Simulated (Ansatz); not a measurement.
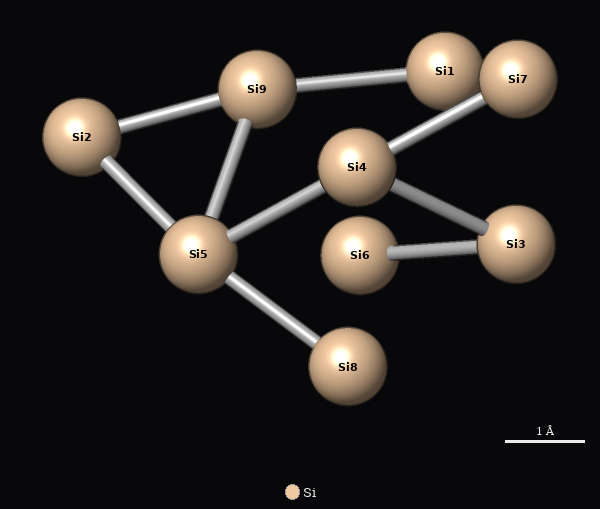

**Figure 1.** The input geometry of run A (ball-and-stick view, seen at a tilt; atoms are numbered from 1 in the order of the input).

# What a change does: single-point calculation on Si$_{9}$

System: Si$_{9}$.
Method of run A: RKS r2SCAN-D4/def2-TZVP (Ansatz 0.2.0).

The geometry comes from this level: PBE-D4/def2-SVP. Text and figures count atoms from 1; the logs count them from 0 in places.

### Input, run A
```yaml
crystal:
  periodic: [false, false, false]
  atoms:
    - {symbol: Si, position_ang: [0.793948, 1.162777, 1.623502]}
    - {symbol: Si, position_ang: [-0.601297, -3.281264, 0.945907]}
    - {symbol: Si, position_ang: [-0.129999, 2.281414, -0.514654]}
    - {symbol: Si, position_ang: [0.925170, 0.034369, -0.772494]}
    - {symbol: Si, position_ang: [-0.797079, -1.709833, -0.840334]}
    - {symbol: Si, position_ang: [-1.491979, 0.487770, 0.515904]}
    - {symbol: Si, position_ang: [2.337866, 1.859265, -0.282707]}
    - {symbol: Si, position_ang: [-1.313680, 0.336267, -2.014527]}
    - {symbol: Si, position_ang: [0.277050, -1.170756, 1.339401]}
basis:
  gaussian: {orbitals: def2-TZVP, initial_orbitals: start.molden}
hamiltonian: {xc: r2scan, dispersion: d4}
scf: {omitted_lower_state_checks: [starts]}
output: {orbitals: {seedname: orbitals}}
```

Command:
```bash
ansatz run in.yaml --threads 4 --pin off --events-out ev --progress --plain --max-ram 6963MiB
```

Hardware: 4 threads of Arm Neoverse V2, 23 GiB of memory available, shared host.

### Output (run A)
```
Functional definition: r2SCAN
  parameter k0 = 0.174
  parameter k1 = 0.065
  parameter a1 = 4.9479
  exchange = r2scan_x(k0 = k0, k1 = k1, a1 = a1)
  correlation = r2scan_c
these checks for a lower state are left out or cut short: starts
2268 factors; their error is unknown
mean field evaluation 1: about -70891.6283 eV, gradient 1.2e1 eV
mean field evaluation 2: about -70891.7291 eV, gradient 2.0e-1 eV
mean field evaluation 4: about -70891.6719 eV, gradient 1.1e-3 eV
mean field -70891.67192850 eV, -2605.2208912714 hartree, gradient 2.4e-5 eV, S^2 0.000000; 0 other end points of the search recorded, 0 dependent functions left out
reference -70891.67194050 eV, -2605.2208917122 hartree; 63, 63 occupied and 270, 270 virtual orbitals, 2268 factors
Total energy: -70891.87242557 eV, -2605.2282594029 hartree
Checks for a lower state left out: starts
```

For run B the input was changed thus:
```diff
+magnetization: {spin_polarized: true, initial_magnetization: 2}
```

How does run B compare with run A?

With the same method and basis, run B lies 10.1 kcal/mol higher. The HOMO goes from −4.79 to −4.36 eV. The LUMO goes from −4.14 to −4.56 eV. On the same kind of shared host run B took about 3.3 times as long.

### Output (run B)
```
Functional definition: r2SCAN
  parameter k0 = 0.174
  parameter k1 = 0.065
  parameter a1 = 4.9479
  exchange = r2scan_x(k0 = k0, k1 = k1, a1 = a1)
  correlation = r2scan_c
these checks for a lower state are left out or cut short: starts
2268 factors; their error is unknown
mean field evaluation 1: about -70891.1911 eV, gradient 8.7e0 eV
mean field evaluation 2: about -70891.2902 eV, gradient 2.1e-1 eV
mean field evaluation 4: about -70891.2359 eV, gradient 2.2e-2 eV
mean field evaluation 8: about -70891.2359 eV, gradient 1.9e-5 eV
mean field -70891.23592222 eV, -2605.2048683362 hartree, gradient 5.6e-6 eV, S^2 2.039538; 0 other end points of the search recorded, 0 dependent functions left out
reference -70891.23593981 eV, -2605.2048689826 hartree; 64, 62 occupied and 269, 271 virtual orbitals, 2268 factors
Total energy: -70891.43642489 eV, -2605.2122366733 hartree
Checks for a lower state left out: starts
```

### The two runs side by side

```csv
quantity,run A,run B
outcome,converged,converged
total energy (hartree),−2605.228259,−2605.212237
HOMO (eV),−4.79,−4.36
LUMO (eV),−4.14,−4.56
basis functions,333,333
⟨S²⟩,–,2.040
wall time (shared host),14 s,47 s
```
